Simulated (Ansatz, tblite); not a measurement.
# BMe2(CCH) (C4H7B): which spin state is lowest

Is the singlet the ground state of BMe2(CCH) (C4H7B)? Other spin states are computed and compared level by level.

Method: as each input shows; program: Ansatz 0.2.0, Gaussian basis.

Plan: triplet, at the geometry of the singlet (GFN1-xTB, GFN2-xTB, PBE0-D4/def2-TZVP, PBE-D4/def2-TZVP, r2SCAN-D4/def2-TZVP); the singlet's energies come from earlier runs.

## (1) The geometry

The geometry is that of the singlet, from an earlier relaxation (PBE0-D4/def2-SVP).

12 atoms, charge 0, spin multiplicity 1.

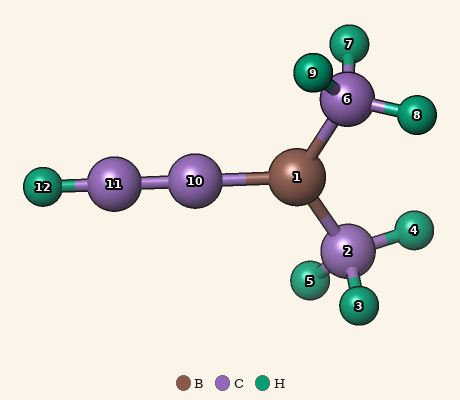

The structure; boron brown, carbon purple, hydrogen teal; atoms are numbered from 1 in the order of the file.

## (2) Triplet at the fixed geometry, GFN1-xTB

Tight binding, by tblite at 300 K electronic temperature and without a spin-polarisation term:

```python
tblite.interface.Calculator('GFN1-xTB', numbers, positions, charge=0, uhf=2).singlepoint()
```

Energy -365.5943 eV; 0.006 s.

## (3) Triplet at the fixed geometry, GFN2-xTB

Tight binding, by tblite at 300 K electronic temperature and without a spin-polarisation term:

```python
tblite.interface.Calculator('GFN2-xTB', numbers, positions, charge=0, uhf=2).singlepoint()
```

Energy -357.1155 eV; 0.004 s.

## (4) Triplet at the fixed geometry, PBE0-D4/def2-TZVP

Contents of in.yaml:

```yaml
crystal:
  periodic: [false, false, false]
  atoms:
    - {symbol: B, position_ang: [0.034762, 0.059925, -0.000648]}
    - {symbol: C, position_ang: [1.604033, 0.033757, -0.030113]}
    - {symbol: H, position_ang: [1.918637, -0.027921, 1.030704]}
    - {symbol: H, position_ang: [2.050369, 0.955291, -0.433278]}
    - {symbol: H, position_ang: [2.032433, -0.846816, -0.529622]}
    - {symbol: C, position_ang: [-0.765234, 1.410396, 0.020428]}
    - {symbol: H, position_ang: [-0.981344, 1.642862, -1.041347]}
    - {symbol: H, position_ang: [-0.183443, 2.258519, 0.411824]}
    - {symbol: H, position_ang: [-1.739261, 1.351109, 0.526606]}
    - {symbol: C, position_ang: [-0.735426, -1.266034, 0.008061]}
    - {symbol: C, position_ang: [-1.347680, -2.320592, 0.015452]}
    - {symbol: H, position_ang: [-1.887837, -3.250486, 0.021934]}
basis:
  gaussian: {orbitals: def2-TZVP}
magnetization: {spin_polarized: true, initial_magnetization: 2}
hamiltonian: {xc: pbe0, dispersion: d4}
scf: {omitted_lower_state_checks: [starts]}
output: {orbitals: {seedname: orbitals}}
```

Started as:

```sh
> ansatz run in.yaml --threads 4 --pin off --events-out ev --progress --plain --max-ram 3916MiB
```

Standard output:

```text
Functional definition: PBE0
  name "PBE0"
  cite "Adamo & Barone, J. Chem. Phys. 110, 6158 (1999) doi:10.1063/1.478522"
  cite "Perdew, Burke & Ernzerhof, Phys. Rev. Lett. 77, 3865 (1996) doi:10.1103/PhysRevLett.77.3865"
  parent pbe
  parameter a = 0.25
  parameter kappa = 0.804
  parameter beta = 0.06672455060314922
  exchange = (1 - a)*pbe_x(kappa = kappa, mu = beta*pi^2/3) + a*exact_x
  correlation = pbe_c(beta = beta)
these checks for a lower state are left out or cut short: starts
1197 factors; their error is unknown
mean field evaluation 1: about -4917.4943 eV, gradient 4.8e1 eV
mean field evaluation 2: about -4905.1505 eV, gradient 6.2e1 eV
mean field evaluation 4: about -4928.3561 eV, gradient 2.2e0 eV
mean field evaluation 8: about -4928.4002 eV, gradient 1.8e-1 eV
mean field evaluation 16: about -4928.3923 eV, gradient 1.9e-2 eV
mean field evaluation 32: about -4928.3955 eV, gradient 7.0e-6 eV
mean field -4928.39549981 eV, -181.1151940315 hartree, gradient 7.0e-6 eV, S^2 2.009680; 0 other end points of the search recorded, 0 dependent functions left out
reference -4928.39553481 eV, -181.1151953178 hartree; 19, 17 occupied and 178, 180 virtual orbitals, 1197 factors
Total energy: -4928.56937190 eV, -181.1215837129 hartree
Checks for a lower state left out: starts
```

It took 18 s on 4 threads of Arm Neoverse V1, shared host; peak memory 0.7 GiB.

From the report: HOMO -3.79 eV, LUMO -5.64 eV (over both spins; with the spin held, an empty level of the minority spin lies below the top filled one); ⟨S²⟩ 2.010 (pure: 2.00).

## (5) Triplet at the fixed geometry, PBE-D4/def2-TZVP

start.molden holds the orbitals of an earlier run on this state, given as this run's starting guess.

in.yaml: that of step 4 with these lines changed.

```diff
@@ -16,5 +16,5 @@
 basis:
-  gaussian: {orbitals: def2-TZVP}
+  gaussian: {orbitals: def2-TZVP, initial_orbitals: start.molden}
 magnetization: {spin_polarized: true, initial_magnetization: 2}
-hamiltonian: {xc: pbe0, dispersion: d4}
+hamiltonian: {xc: pbe, dispersion: d4}
 scf: {omitted_lower_state_checks: [starts]}
```

The command is unchanged.

Standard output:

```text
Functional definition: PBE
  name "PBE"
  cite "Perdew, Burke & Ernzerhof, Phys. Rev. Lett. 77, 3865 (1996) doi:10.1103/PhysRevLett.77.3865"
  parent pbe
  parameter kappa = 0.804
  parameter beta = 0.06672455060314922
  exchange = pbe_x(kappa = kappa, mu = beta*pi^2/3)
  correlation = pbe_c(beta = beta)
these checks for a lower state are left out or cut short: starts
1197 factors; their error is unknown
mean field evaluation 1: about -4927.6766 eV, gradient 5.8e0 eV
mean field evaluation 2: about -4927.8396 eV, gradient 6.0e-1 eV
mean field evaluation 4: about -4927.8321 eV, gradient 4.6e-1 eV
mean field evaluation 8: about -4927.8343 eV, gradient 5.4e-3 eV
mean field -4927.83434072 eV, -181.0945718153 hartree, gradient 9.2e-6 eV, S^2 2.006349; 0 other end points of the search recorded, 0 dependent functions left out
reference -4927.83438810 eV, -181.0945735565 hartree; 19, 17 occupied and 178, 180 virtual orbitals, 1197 factors
Total energy: -4928.04010040 eV, -181.1021333440 hartree
Checks for a lower state left out: starts
```

Wall time 4.6 s (4 threads of Arm Neoverse V1, shared host).

Report: HOMO -2.71 eV, LUMO -6.54 eV (over both spins; with the spin held, an empty level of the minority spin lies below the top filled one); ⟨S²⟩ 2.006 (pure: 2.00).

## (6) Triplet at the fixed geometry, r2SCAN-D4/def2-TZVP

in.yaml: that of step 5 with these lines changed.

```diff
@@ -18,3 +18,3 @@
 magnetization: {spin_polarized: true, initial_magnetization: 2}
-hamiltonian: {xc: pbe, dispersion: d4}
+hamiltonian: {xc: r2scan, dispersion: d4}
 scf: {omitted_lower_state_checks: [starts]}
```

Same command.

Standard output:

```text
Functional definition: r2SCAN
  name "r2SCAN"
  cite "Furness, Kaplan, Ning, Perdew & Sun, J. Phys. Chem. Lett. 11, 8208 (2020) doi:10.1021/acs.jpclett.0c02405"
  cite "Furness, Kaplan, Ning, Perdew & Sun, J. Phys. Chem. Lett. 11, 9248 (2020) doi:10.1021/acs.jpclett.0c03077"
  parent r2scan
  parameter k0 = 0.174
  parameter k1 = 0.065
  parameter a1 = 4.9479
  exchange = r2scan_x(k0 = k0, k1 = k1, a1 = a1)
  correlation = r2scan_c
these checks for a lower state are left out or cut short: starts
1197 factors; their error is unknown
mean field evaluation 1: about -4931.7544 eV, gradient 3.4e0 eV
mean field evaluation 2: about -4931.8144 eV, gradient 1.9e-1 eV
mean field evaluation 4: about -4931.7943 eV, gradient 1.8e-1 eV
mean field evaluation 8: about -4931.7953 eV, gradient 4.3e-3 eV
mean field evaluation 16: about -4931.7953 eV, gradient 2.3e-5 eV
mean field -4931.79534501 eV, -181.2401360382 hartree, gradient 1.9e-6 eV, S^2 2.014505; 0 other end points of the search recorded, 0 dependent functions left out
reference -4931.79536080 eV, -181.2401366186 hartree; 19, 17 occupied and 178, 180 virtual orbitals, 1197 factors
Total energy: -4931.84918270 eV, -181.2421145368 hartree
Checks for a lower state left out: starts
```

Wall time 15 s (4 threads of Arm Neoverse V1, shared host); peak memory 0.55 GiB.

From the report: HOMO -2.94 eV, LUMO -6.36 eV (over both spins; with the spin held, an empty level of the minority spin lies below the top filled one); ⟨S²⟩ 2.015 (pure: 2.00).

## (7) Triplet less singlet, vertical

The singlet's energies are those of its earlier runs, whose logs aren't repeated here.

```csv
level,"triplet less singlet, vertical (kJ/mol)",time
GFN1-xTB,+416.6,0.015 s
GFN2-xTB,+401.6,0.008 s
PBE-D4/def2-TZVP,+384.0,6.3 s
r2SCAN-D4/def2-TZVP,+386.0,18 s
PBE0-D4/def2-TZVP,+402.8,21 s
```

Times add the two runs; a level without a time comes out of a correlated run. Tight binding without a spin term can't rank spin states.

## (8) What came out

| quantity | value |
| --- | --- |
| triplet less singlet, vertical, functionals in def2-TZVP | +384.0 (PBE-D4) to +402.8 kJ/mol (PBE0-D4) |

In words: All functionals put the triplet above the singlet, over a spread of 18.8 kJ/mol. The checks for a lower triplet were left out, so another state of that spin may lie lower. These are electronic energies, without zero-point motion, entropy or surroundings.
